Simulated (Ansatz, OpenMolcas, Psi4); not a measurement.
BSiH5 (SMILES B[SiH3]): the energy, rung by rung

BSiH5 has 7 atoms, charge 0, and is taken as a singlet. SMILES: `B[SiH3]`. Geometry: relaxed at PBE0-D4/def2-TZVP.

```xyz
7

B    -0.0432   -1.1890    0.2043
Si    0.0891    0.7853   -0.1485
H    -1.1260   -1.6906    0.2901
H     0.9064   -1.9025    0.3354
H    -0.6160    1.0934   -1.4272
H    -0.6236    1.5167    0.9396
H     1.4745    1.3188   -0.2395
```

Each level gives the energy change with the Si2–H7 bond stretched from 1.487 to 1.711 Å (eV). The values are calculated.

```
                          level                    kind     program  value (eV)
  revPBE/def2-TZVP (restricted)                     GGA        Psi4        0.28
    TPSS/def2-TZVP (restricted)                meta-GGA  OpenMolcas        0.33
   B3LYP/def2-TZVP (restricted)           global hybrid  OpenMolcas        0.33
 r2SCAN0/def2-TZVP (restricted)         hybrid meta-GGA      Ansatz        0.35
   HSE06/def2-TZVP (restricted)  range-separated hybrid      Ansatz        0.32
   wB97X/def2-TZVP (restricted)  range-separated hybrid      Ansatz        0.34
RPA@PBE0/def2-TZVP (restricted)                     RPA      Ansatz        0.34
     MP2/def2-TZVP (restricted)     perturbation theory        Psi4        0.37
```

The first shape isn't each level's own minimum. The values span 0.28 to 0.37 eV.

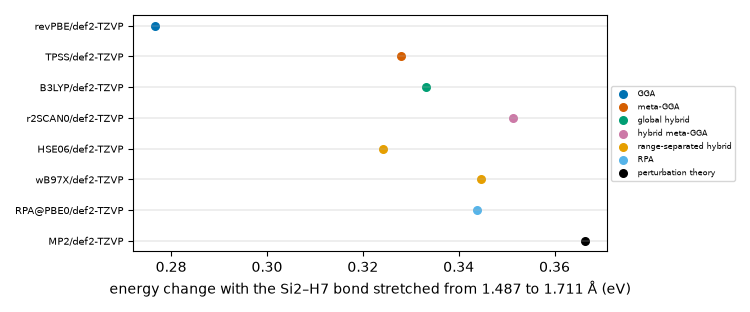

The values of the table, level by level.
